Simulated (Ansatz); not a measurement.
# One shape, several levels: singlet [GaH2O2]−

We compute a comparison of 6 runs (HSE06/def2-SVPD, r2SCAN/def2-SVPD, r2SCAN0/def2-SVPD, revPBE/def2-SVPD, wB97X/def2-SVPD, BCCD(T)/def2-SVPD) of singlet [GaH2O2]−. 

The results are computed with Ansatz 0.2.0.

48 further runs of the same task are left out: 48 set aside as unsound or not needed.

## 1. The system as given

[GaH2O2]−: 5 atoms, total charge -1, spin state singlet. SMILES of the parent species: `[OH][Ga][OH]`. Geometry: relaxed at PBE0-D4/def2-TZVP. This is one conformer, not always the lowest. That shape belongs to the parent species and isn't relaxed for this state.

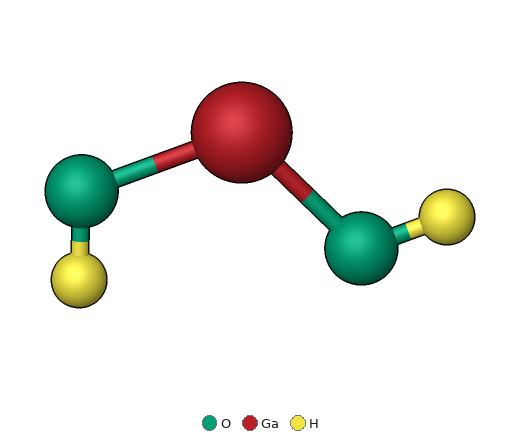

Viewed from a chosen angle; oxygen teal, gallium red, hydrogen yellow.

## 2. The energy at HSE06/def2-SVPD (run 1)

File job.yaml:

```yaml
crystal:
  periodic: [false, false, false]
  atoms:
    - {symbol: O, position_ang: [-0.370600, 0.021600, -1.274400]}
    - {symbol: Ga, position_ang: [-0.311700, -0.753800, 0.353600]}
    - {symbol: O, position_ang: [0.618200, 0.154900, 1.591100]}
    - {symbol: H, position_ang: [-0.867400, -0.464600, -1.936500]}
    - {symbol: H, position_ang: [0.981500, 0.968200, 1.224700]}
basis:
  gaussian:
    orbitals: def2-SVPD
hamiltonian:
  xc: {name: HSE06}
total_charge: -1
accuracy: high
output: {orbitals: {seedname: orbitals}}
```

On the command line:

```bash
ansatz run job.yaml --threads 1 --pin off --max-ram 3480MiB --events-out events.jsonl --progress --plain --runs-dir runs
```

Standard output:

```text
Warning: RAYON_NUM_THREADS=1 ignored (pool sized by the plan → 1); use --threads N
Functional definition: HSE06
  name "HSE06"
  parameter a = 0.25
  parameter omega = 0.11/bohr
  exchange = pbe_x - a*pbe_x_sr(omega) + a*exact_x_sr(omega)
  correlation = pbe_c
1905 factors; integrals over basis functions are off by at most 4.3e-9 eV
128 factors; integrals over basis functions are off by at most 1.5e-9 eV
mean field evaluation 1: about -56484.3490 eV, gradient 3.0e1 eV
mean field evaluation 2: about -56480.8387 eV, gradient 5.4e1 eV
mean field evaluation 4: about -56485.7916 eV, gradient 1.0e0 eV
mean field evaluation 8: about -56485.8651 eV, gradient 1.5e-1 eV
mean field evaluation 16: about -56485.8652 eV, gradient 6.1e-6 eV
mean field -56485.86515134 eV, -2075.8172568171 hartree, gradient 3.6e-8 eV, S^2 0.000000; 0 other end points of the search recorded, 0 dependent functions left out
reference -56485.86515453 eV, -2075.8172569345 hartree; 25, 25 occupied and 75, 75 virtual orbitals, 1905 factors
Total energy: -56485.86515453 eV, -2075.8172569345 hartree
```

Wall time 4.8 s (1 thread of Intel Xeon 6975P-C (Granite Rapids), shared host); peak memory 0.34 GiB.

## 3. A single-point energy at r2SCAN/def2-SVPD (run 2)

File input.yaml:

```yaml
crystal:
  periodic: [false, false, false]
  atoms:
    - {symbol: O, position_ang: [-0.370600, 0.021600, -1.274400]}
    - {symbol: Ga, position_ang: [-0.311700, -0.753800, 0.353600]}
    - {symbol: O, position_ang: [0.618200, 0.154900, 1.591100]}
    - {symbol: H, position_ang: [-0.867400, -0.464600, -1.936500]}
    - {symbol: H, position_ang: [0.981500, 0.968200, 1.224700]}
basis:
  gaussian: {orbitals: def2-SVPD}
total_charge: -1
magnetization: {spin_polarized: false}
hamiltonian: {xc: r2scan}
accuracy: high
output: {orbitals: {seedname: orbitals}}
```

On the command line:

```bash
ansatz run input.yaml --threads 1 --pin off --max-ram 3480MiB --events-out events.jsonl --progress --plain --runs-dir runs
```

Standard output:

```text
Warning: RAYON_NUM_THREADS=1 ignored (pool sized by the plan → 1); use --threads N
Functional definition: r2SCAN
  name "r2SCAN"
  parameter k0 = 0.174
  parameter k1 = 0.065
  parameter a1 = 4.9479
  exchange = r2scan_x(k0 = k0, k1 = k1, a1 = a1)
  correlation = r2scan_c
1905 factors; integrals over basis functions are off by at most 4.3e-9 eV
mean field evaluation 1: about -56493.1698 eV, gradient 3.5e1 eV
mean field evaluation 2: about -56486.5667 eV, gradient 7.1e1 eV
mean field evaluation 4: about -56495.0716 eV, gradient 1.4e0 eV
mean field evaluation 8: about -56495.0724 eV, gradient 1.0e-1 eV
mean field evaluation 16: about -56495.0725 eV, gradient 1.4e-5 eV
mean field -56495.07246470 eV, -2076.1556193422 hartree, gradient 6.1e-8 eV, S^2 0.000000; 0 other end points of the search recorded, 0 dependent functions left out
reference -56495.07246553 eV, -2076.1556193728 hartree; 25, 25 occupied and 75, 75 virtual orbitals, 1905 factors
Total energy: -56495.07246553 eV, -2076.1556193728 hartree
```

It took 7.5 s on 1 thread of Intel Xeon 6975P-C (Granite Rapids), shared host; peak memory 0.3 GiB.

Run 3 isn't shown in full; the table further down has it.

## 4. A single-point energy at revPBE/def2-SVPD (run 4)

File input.yaml:

```yaml
crystal:
  periodic: [false, false, false]
  atoms:
    - symbol: O
      position_ang: [-0.370600, 0.021600, -1.274400]
    - symbol: Ga
      position_ang: [-0.311700, -0.753800, 0.353600]
    - symbol: O
      position_ang: [0.618200, 0.154900, 1.591100]
    - symbol: H
      position_ang: [-0.867400, -0.464600, -1.936500]
    - symbol: H
      position_ang: [0.981500, 0.968200, 1.224700]
basis:
  gaussian:
    orbitals: def2-SVPD
total_charge: -1
hamiltonian:
  xc: {name: revPBE}
accuracy: high
output:
  orbitals: {seedname: orbitals}
```

On the command line:

```bash
ansatz run input.yaml --threads 1 --pin off --max-ram 3480MiB --events-out events.jsonl --progress --plain --runs-dir runs
```

Standard output:

```text
Warning: RAYON_NUM_THREADS=1 ignored (pool sized by the plan → 1); use --threads N
Functional definition: revPBE
  name "revPBE"
  parameter kappa = 1.245
  parameter beta = 0.06672455060314922
  exchange = pbe_x(kappa = kappa, mu = beta*pi^2/3)
  correlation = pbe_c(beta = beta)
1905 factors; integrals over basis functions are off by at most 4.3e-9 eV
mean field evaluation 1: about -56490.0241 eV, gradient 3.9e1 eV
mean field evaluation 2: about -56479.4691 eV, gradient 8.7e1 eV
mean field evaluation 4: about -56492.2523 eV, gradient 1.3e0 eV
mean field evaluation 8: about -56492.2563 eV, gradient 5.8e-2 eV
mean field evaluation 16: about -56492.2563 eV, gradient 1.1e-5 eV
mean field -56492.25632634 eV, -2076.0521281663 hartree, gradient 1.3e-8 eV, S^2 0.000000; 0 other end points of the search recorded, 0 dependent functions left out
reference -56492.25633018 eV, -2076.0521283074 hartree; 25, 25 occupied and 75, 75 virtual orbitals, 1905 factors
Total energy: -56492.25633018 eV, -2076.0521283074 hartree
```

It took 3.6 s on 1 thread of Intel Xeon 6975P-C (Granite Rapids), shared host; peak memory 0.25 GiB.

Run 5 isn't shown in full; the table further down has it.

## 5. A single-point energy at BCCD(T)/def2-SVPD (run 6)

job.yaml, as its differences from that of step 2:

```diff
@@ -11,6 +11,8 @@
     orbitals: def2-SVPD
-hamiltonian:
-  xc: {name: HSE06}
 total_charge: -1
+correlation:
+  method: bccd_t
+  frozen_orbitals: {Ga: 9, H: 0, O: 1}
 accuracy: high
-output: {orbitals: {seedname: orbitals}}
+scf:
+  omitted_lower_state_checks: [cluster_reference, increment]
```

On the command line:

```bash
ansatz run job.yaml --threads 1 --pin off --max-ram 3480MiB --events-out events.jsonl --progress --plain --runs-dir runs
```

Standard output (excerpt; [...] marks lines left out):

```text
Warning: RAYON_NUM_THREADS=1 ignored (pool sized by the plan → 1); use --threads N
Functional definition: HF
  name "HF"
[...]
1905 factors; integrals over basis functions are off by at most 4.3e-9 eV
[...]
mean field -56431.98747750 eV, -2073.8372888231 hartree, gradient 2.7e-8 eV, S^2 0.000000; 0 other end points of the search recorded, 0 dependent functions left out
11 core orbitals not correlated: weight in the atoms' cores, before any rotation towards them, 1.000 or more for the frozen orbitals, at most 0.000 for the correlated occupied ones
reference -56431.98747750 eV, -2073.8372888231 hartree; 14, 14 occupied and 75, 75 virtual orbitals, 1905 factors
second order -17.23049180 eV of doubles, -0.00000000 eV of singles
cycle   1  -16.43417063 eV  change    8.0e-1 eV  update   1.3e-1
[...]
cycle  24  -17.08611337 eV  change    3.2e-9 eV  update   1.7e-9
perturbative correction -0.68438915 eV, -0.0251508372 hartree
Total energy: -56449.75798001 eV, -2074.4903427453 hartree
Checks for a lower state left out: cluster_reference, increment
```

It took 26 s on 1 thread of Intel Xeon 6975P-C (Granite Rapids), shared host; peak memory 0.92 GiB.

## 6. Overview of the runs

| run | level | frozen core orbitals | energy (Eh) | HOMO energy (eV) | LUMO energy (eV) | HOMO–LUMO gap (eV) | wall time |
| --- | --- | --- | --- | --- | --- | --- | --- |
| 1 | HSE06/def2-SVPD | – | -2075.817257 | 0.60 | 4.02 | 3.42 | 4.8 s |
| 2 | r2SCAN/def2-SVPD | – | -2076.155619 | 0.90 | 4.19 | 3.29 | 7.5 s |
| 3 | r2SCAN0/def2-SVPD | – | -2076.101032 | 0.15 | 4.64 | 4.49 | 7.5 s |
| 4 | revPBE/def2-SVPD | – | -2076.052128 | 1.03 | 3.84 | 2.81 | 3.6 s |
| 5 | wB97X/def2-SVPD | – | -2076.246313 | -1.78 | 5.69 | 7.48 | 15 s |
| 6 | BCCD(T)/def2-SVPD | 11 | -2074.490343 | – | – | – | 26 s |

## 7. Outcome

| quantity | value |
| --- | --- |
| run 6: total energy | -2074.49034 Eh |
| run 6: correlation energy (11 core orbitals frozen) | -653.1 mEh |
| run 6: (T) correction | -25.15 mEh |

What this shows: Over runs 1, 2, 3, 4, 5 the HOMO–LUMO gap runs from 2.81 eV (revPBE/def2-SVPD) to 7.48 eV (wB97X/def2-SVPD). The empty levels of an anion lie above zero and hang on the basis. Totals of different functionals can't be ranked against each other. In runs 1, 2, 3, 4 the HOMO lies above zero, so the outermost electron may be held by the basis alone. All runs together took 65 s, the longest 26 s.
